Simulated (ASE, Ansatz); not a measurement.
# Convergence of a linear-scaling basis for germanene hexagonal flake, H-capped, Sn on Ge sites (108 atoms), part 2 of 2

Aim: test how closely localised support functions follow the reference on germanene hexagonal flake, H-capped, Sn on Ge sites (108 atoms), and at what cost. A setting counts as converged where the r.m.s. difference of forces stays under 1 % of the r.m.s. force.

Ansatz 0.2.0; Kohn-Sham DFT, PBE, PAW (set soft_2), plane waves.

The cell: 69 Ge, 15 Sn and 24 H. Beside vacuum, support functions can miss their usual error bounds without a warning. The main run has no spin polarisation.

So far. Step 2 (Plane-wave single point): Between -25 and -10 eV lie 875 more states.

**3. Local order**

These statistics describe the geometry on which the runs were made.

Normalised to the volume that the atoms fill. g(r), total and by pair (bins of 0.2 Å):

| r (Å) | total | Ge-Ge | Ge-H | Ge-Sn | H-H | H-Sn | Sn-Sn |
| --- | --- | --- | --- | --- | --- | --- | --- |
| 1.40 | 0.30 | 0.00 | 0.54 | 0.00 | 0.00 | 2.47 | 0.00 |
| 1.60 | 1.41 | 0.00 | 3.98 | 0.00 | 0.00 | 4.55 | 0.00 |
| 1.80 | 0.00 | 0.00 | 0.00 | 0.00 | 0.00 | 0.00 | 0.00 |
| 2.00 | 0.00 | 0.00 | 0.00 | 0.00 | 0.00 | 0.00 | 0.00 |
| 2.20 | 0.00 | 0.00 | 0.00 | 0.00 | 0.00 | 0.00 | 0.00 |
| 2.40 | 3.21 | 5.38 | 0.00 | 5.25 | 0.00 | 0.00 | 4.46 |
| 2.60 | 0.00 | 0.00 | 0.00 | 0.00 | 0.00 | 0.00 | 0.00 |
| 2.80 | 0.00 | 0.00 | 0.00 | 0.00 | 0.00 | 0.00 | 0.00 |
| 3.00 | 0.00 | 0.00 | 0.00 | 0.00 | 0.00 | 0.00 | 0.00 |
| 3.20 | 0.31 | 0.00 | 0.60 | 0.00 | 1.98 | 0.75 | 0.00 |
| 3.40 | 0.51 | 0.00 | 1.43 | 0.00 | 0.00 | 1.71 | 0.00 |
| 3.60 | 0.00 | 0.00 | 0.00 | 0.00 | 0.00 | 0.00 | 0.00 |
| 3.80 | 0.14 | 0.00 | 0.00 | 0.00 | 2.81 | 0.00 | 0.00 |
| 4.00 | 2.14 | 3.61 | 0.00 | 2.93 | 1.25 | 0.00 | 4.27 |
| 4.20 | 0.21 | 0.00 | 0.47 | 0.06 | 0.00 | 1.06 | 0.00 |
| 4.40 | 0.13 | 0.00 | 0.44 | 0.00 | 0.00 | 0.14 | 0.00 |
| 4.60 | 0.37 | 0.66 | 0.00 | 0.43 | 0.00 | 0.00 | 1.18 |
| 4.80 | 0.38 | 0.61 | 0.00 | 0.71 | 0.00 | 0.00 | 0.00 |
| 5.00 | 0.00 | 0.00 | 0.00 | 0.00 | 0.00 | 0.00 | 0.00 |
| 5.20 | 0.01 | 0.00 | 0.04 | 0.00 | 0.00 | 0.00 | 0.00 |
| 5.40 | 0.27 | 0.00 | 0.83 | 0.00 | 0.00 | 0.47 | 0.00 |
| 5.60 | 0.00 | 0.00 | 0.00 | 0.00 | 0.00 | 0.00 | 0.00 |
| 5.80 | 0.00 | 0.00 | 0.00 | 0.00 | 0.00 | 0.00 | 0.00 |
| 6.00 | 0.03 | 0.00 | 0.11 | 0.00 | 0.00 | 0.00 | 0.00 |
| 6.20 | 0.85 | 1.29 | 0.25 | 1.29 | 0.00 | 0.07 | 1.12 |
| 6.40 | 0.05 | 0.00 | 0.13 | 0.00 | 0.00 | 0.20 | 0.00 |
| 6.60 | 0.09 | 0.00 | 0.27 | 0.00 | 0.00 | 0.24 | 0.00 |
| 6.80 | 0.01 | 0.02 | 0.00 | 0.00 | 0.00 | 0.00 | 0.00 |

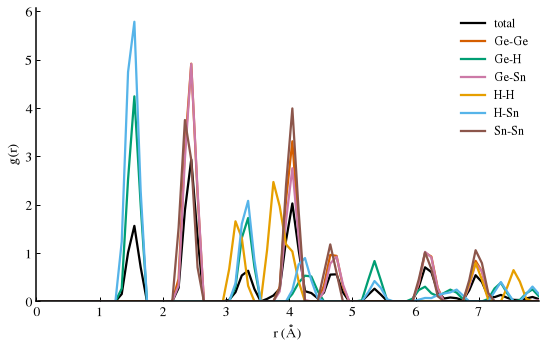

Pair distribution functions, lightly smoothed.

Bonds by pair of elements; cutoffs follow the first minimum of g(r), held within bounds set by covalent radii, and pairs that aren't listed don't count as bonded:

| pair A-B | cutoff (Å) | bonds | mean length (Å) | spread (Å) | shortest (Å) | B about A | A about B |
| --- | --- | --- | --- | --- | --- | --- | --- |
| Ge-Ge | 2.88 | 78 | 2.42 | 0.029 | 2.35 | 2.26 | 2.26 |
| Ge-H | 1.89 | 18 | 1.53 | 0.026 | 1.46 | 0.261 | 0.75 |
| Ge-Sn | 3.03 | 33 | 2.43 | 0.027 | 2.37 | 0.478 | 2.2 |
| H-Sn | 2.04 | 6 | 1.52 | 0.022 | 1.50 | 0.25 | 0.4 |
| Sn-Sn | 2.84 | 3 | 2.42 | 0.052 | 2.38 | 0.4 | 0.4 |

How many atoms have how many bonded neighbours:

| element | mean | 1 | 3 |
| --- | --- | --- | --- |
| Ge | 3 | 0 | 69 |
| H | 1 | 24 | 0 |
| Sn | 3 | 0 | 15 |

Bond angles, per cent of each kind in bins of 5°:

| angle (°) | Ge-Ge-Ge | Ge-Ge-Sn | Ge-Ge-H | Ge-Sn-Ge | Ge-Sn-H |
| --- | --- | --- | --- | --- | --- |
| 105–110 | 0.8 | 0.0 | 3.6 | 0.0 | 0.0 |
| 110–115 | 98.3 | 100.0 | 96.4 | 100.0 | 90.0 |
| 115–120 | 0.8 | 0.0 | 0.0 | 0.0 | 10.0 |

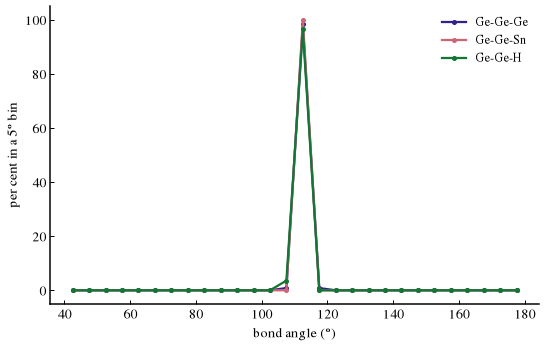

Distributions of the most common bond angles.

Bond angles (no mean is given where the spread exceeds 20°):

| angle | count | mean (°) | spread (°) |
| --- | --- | --- | --- |
| Ge-Ge-Ge | 120 | 112 | 1.1 |
| Ge-Ge-Sn | 44 | 112 | 1.1 |
| Ge-Ge-H | 28 | 112 | 1.2 |
| Ge-Sn-Ge | 24 | 112 | 1.1 |
| Ge-Sn-H | 10 | 113 | 1.6 |

With the cutoffs above, all Ge atoms have 3, all H atoms have 1 and all Sn atoms have 3 bonded neighbours. The Ge-Ge-Ge angle averages 112° with a spread of 1.1°.

A closer look about H92, which bears the longest force: 10 atoms, nearest first, numbered in the order of the input, with positions taken from that point.

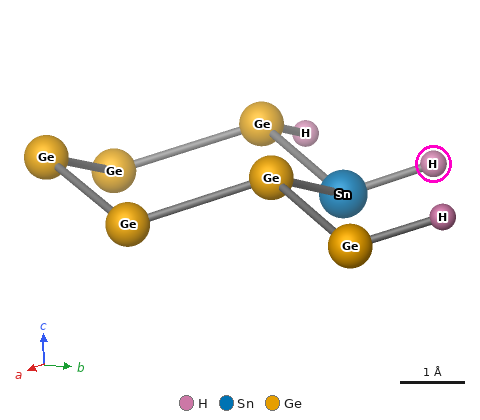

The atoms of the table, within 6.1 Å (arrows a, b, c point along x, y, z); some may hide others; the central atom is ringed.

| atom | x | y | z | distance (Å) | bonds | Löwdin charge (e) | Fx | Fy | Fz (eV/Å) |
| --- | --- | --- | --- | --- | --- | --- | --- | --- | --- |
| H92 | 0.00 | 0.00 | 0.00 | 0.00 | 1 | -0.09 | -2.41 | 4.04 | 1.31 |
| Sn16 | 0.76 | -1.21 | -0.44 | 1.50 | 3 | 0.38 | 1.03 | -3.45 | -1.84 |
| Ge15 | -0.42 | -3.27 | 0.29 | 3.31 | 3 | 0.00 | 0.56 | -0.73 | 0.17 |
| Ge37 | 3.07 | -1.27 | 0.27 | 3.33 | 3 | -0.06 | 1.69 | 0.75 | 0.34 |
| H91 | -1.87 | -3.26 | -0.15 | 3.76 | 1 | -0.03 | -0.74 | -0.09 | -0.17 |
| H95 | 3.53 | 2.02 | 0.01 | 4.07 | 1 | -0.02 | -0.34 | 0.45 | 0.08 |
| Ge41 | 4.29 | 0.76 | -0.42 | 4.38 | 3 | 0.00 | -1.78 | -0.79 | -0.29 |
| Ge38 | 4.24 | -3.22 | -0.41 | 5.34 | 3 | 0.04 | 0.10 | -0.47 | -0.05 |
| Ge14 | 0.75 | -5.29 | -0.41 | 5.36 | 3 | 0.03 | -0.03 | 0.31 | 0.09 |
| Ge33 | 3.09 | -5.26 | 0.27 | 6.10 | 3 | 0.03 | -0.03 | -0.14 | -0.11 |

The column of bonds counts only the pairs Ge-Ge within 2.88 Å, Ge-H within 1.89 Å, Ge-Sn within 3.03 Å, H-Sn within 2.04 Å, Sn-Sn within 2.84 Å; other neighbours, such as metal atoms beside each other in a compound, aren't counted, and periodic images can show an atom twice.

**4. Support functions medium**

With localised support functions most steps grow linearly with size, though the diagonalisation grows faster unless the density matrix is cut; this run measures error and cost at this size.

This step: Kohn-Sham DFT, PBE, PAW (set soft_2), localised support functions (medium) (Ansatz 0.2.0).

input.yaml reads:

```yaml
crystal:
  lattice:
    - [40.53107, 0.0, 0.0]
    - [0.0, 38.72363, 0.0]
    - [0.0, 0.0, 12.68]
  atoms:
    [... the 108 atom lines of step 2 ...]
kpoints:
  mp_grid: { grid: [1, 1, 1] }
hamiltonian:
  xc: pbe
scf:
  occupations: { method: gaussian, width: 0.05 }
  eigensolver: { kind: { support_functions: { accuracy: medium } } }
  mixing: { beta: 0.2 }
  max_iter: 150
output:
  forces: true
```

Run with:

```bash
$ ansatz run input.yaml --threads 32 --pin off --max-ram 143360MiB --backend cuda --events-out ev --progress --plain --runs-dir out
```

Numbers of over 12 decimals in the logs are rounded to 6 here.

What it wrote:

```text
Warning: scf.eigensolver.kind.support_functions: disabling space-group detection — the functions' gradient is summed over unrotated k-points, so no spatial operation reduces the k-mesh or symmetrises the density; time reversal is kept, so that k and −k are solved as one point where they differ and the mesh holds both, and exact exchange and, on two spinor components, a DFT+U term hold to it where the run has them: [...]
settings of this run that can trade accuracy for cost: scf.eigensolver.kind.support_functions [...]
[...]
GPU FFT provider: cuFFT
GPU libraries: cuBLAS 13.8.1, cuFFT 12.4.0, cuSOLVER 12.3.2
[...]
Crystal: 108 atoms, lattice volume = 19901.389 Å³
Basis set: ecut = 420 eV, 388909 PW (Γ), exchange–correlation on 576×540×180 points (8 copies of the dense FFT grid, shifted against one another)
Bands: 720, of which v1, the nominal top of the filled ones, is band 600 counted from 1 (599 counted from 0)
Symmetry: 1 space group operations
k-points: 1
[...]
GPU buffer pool allocated for 6998400 grid points (all kernels)
[...]
SCF iter   1: F=—  HF=-386996.253738 eV  |F-HF|=—  |Δ(HF+E_count)|=         —  Δρ=1.20e-2  dr2=2.68e1  ethr=1.00e-1
[...]
SCF iter  15: F=-387036.352064 eV  HF=-387036.352168 eV  |F-HF|=1.04e-4  |Δ(HF+E_count)|=   1.64e-4  Δρ=3.37e-6  dr2=2.07e-6  ethr=9.05e-10
SCF 1 converged in 15 iterations: F = -387036.353285 eV  dr2 = 2.07e-6
[...]
SCF converged after 15 iterations
Stability not checked: this state was not tested for a lower state beside it, because the mixer in use, unlike msr1, does not test its closes by its own steps (another_mixer; see scf.mixing.algorithm and scf.lower_state_search)
Free energy (F): -387036.353285 eV
[...]
Internal energy: -387036.353285 eV  (E = F + TS)
E sigma→0 (E₀):  -387036.353285 eV
Fermi energy:    -3.086178 eV
[...]
--- Forces (eV/Å), atoms counted from 1 ---
[... 108 lines of forces left out ...]
  max |Σ_I F_I| component: 1.32e-3 eV/Å
--- Band table (eV) ---
[... left out ...]
  guard bands above this table: 104 of the run's 720 bands (output.publish_guard_bands: true publishes all)
```

Run time: 7.2 s. Hardware: 1 × NVIDIA GB200 with 32 threads of Arm Neoverse V2, shared host; peak memory 4.8 GiB; 33 s of CPU time.

That memory is the host's; the program planned up to 13.7 GiB on the GPU.

The program notes that the band table was not solved further than the SCF left it and it switched symmetry off.

Keys that differ from the reference: support_functions.accuracy = "medium", scf.max_iter = 150 and scf.mixing.beta = 0.2.

Forces differ from the reference by 1.8 meV/Å r.m.s., 0.18 % of their size, well within a tolerance of 1 %; the energy by -1.6 meV/atom. The two runs also began from different starting densities, which bears on cycles and time.

**5. What each setting buys**

Each row is set against the plane-wave reference (Kohn-Sham DFT, PBE, PAW (set soft_2), plane waves; r.m.s. force component 1.04 eV/Å). Energies are set beside the reference only for runs with its functional, potentials and electron count. Times are for 1 × NVIDIA GB200 with 32 threads of Arm Neoverse V2, shared host. The reference's time includes the DOS, which some other runs skip.

| run | Δ force, r.m.s. (meV/Å) | share of r.m.s. force (%) | Δ energy (meV/atom) | Δ gap (eV) | cycles | time | host memory (GiB) | planned on the GPU (GiB) |
| --- | --- | --- | --- | --- | --- | --- | --- | --- |
| reference | - | - | - | - | 15 | 10 s | 5.2 | 35 |
| support functions medium | 1.82 | 0.176 | -1.64 | 0 | 15 | 7.2 s | 4.8 | 14 |

**6. Summary of results**

| Quantity | Value |
| --- | --- |
| free energy per atom | -3583.6683 eV/atom |
| r.m.s. force component | 1.036 eV/Å |
| gap (highest filled to lowest empty level) | 0.5949 eV |
| wall time of the 2 DFT runs | 18 s |

In words: Against plane waves at 420 eV, the forces differ by 1.8 meV/Å (0.18 %) with support functions medium. Differences between support functions and plane waves include what basis error the plane-wave run still has.

Between filled and empty levels lie 0.595 eV (at Γ alone); states at the surface or the caps may set this spacing. With the cutoffs above, all Ge atoms have 3, all H atoms have 1 and all Sn atoms have 3 bonded neighbours.

What to keep in mind: The geometry was built by rule, was displaced at random and isn't relaxed at this level: its force components are 1.0 eV/Å r.m.s.

[Logs are printed without paths, hosts, clocks, repeated set-up lines and the standing remarks that a program may print on its own settings, such as how far it seeks lower states.]

[Hosts, paths, dates, database ids (printed as entryN), source tags and the programs' standing remarks are cut or masked in the printed files.]
